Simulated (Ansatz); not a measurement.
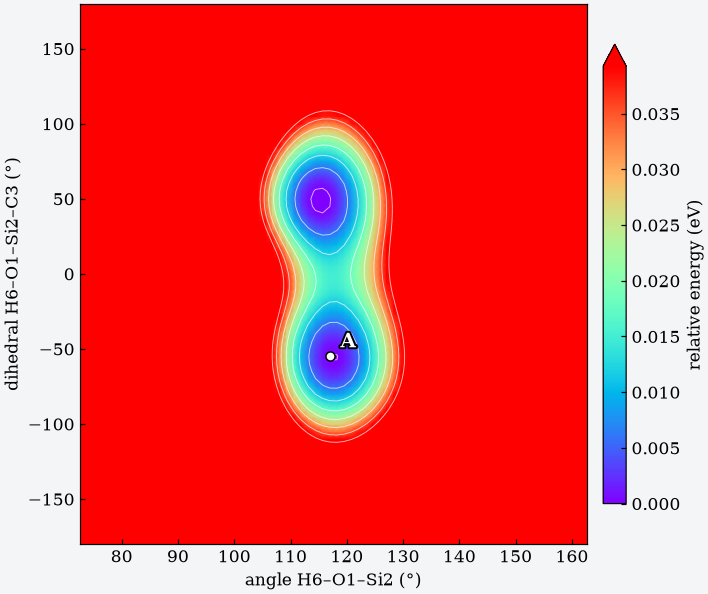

CH4BrFOSi, SMILES O[SiH2]C(F)Br. Coordinates scanned: (1) angle H6–O1–Si2; (2) dihedral H6–O1–Si2–C3. Nothing is relaxed (all other coordinates rigid). The grid has 15 × 15 points. Energies: eV, counted from the lowest grid point. Computed with RKS PBE0-D4/def2-SVP in Ansatz 0.2.0.

The picture shows a smooth colour map with a few white contour lines, one colour for all values above the top of the scale, the point A. Between grid points the surface is interpolated.

What is the easiest way out of the well at A, and how high is the barrier?

The easiest path leads from the well at about angle H6–O1–Si2 = 117°, dihedral H6–O1–Si2–C3 = −55° to a well of about the same depth at about angle H6–O1–Si2 = 116°, dihedral H6–O1–Si2–C3 = 50°. Its highest point lies about 0.015 eV above the bottom of the first well on the interpolated surface, at about angle H6–O1–Si2 = 118°, dihedral H6–O1–Si2–C3 = −5°. The start is the relaxed structure and all else is held, so a fully relaxed path at this level can only be lower.

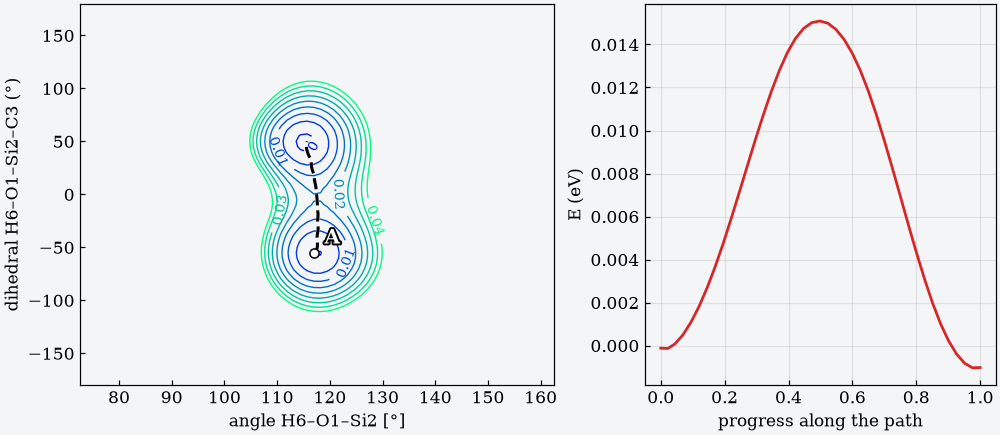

Drawn: contour lines labelled in eV (none above 0.04), a line along the lowest path, the energy along the path at the right. Between grid points the surface is interpolated.
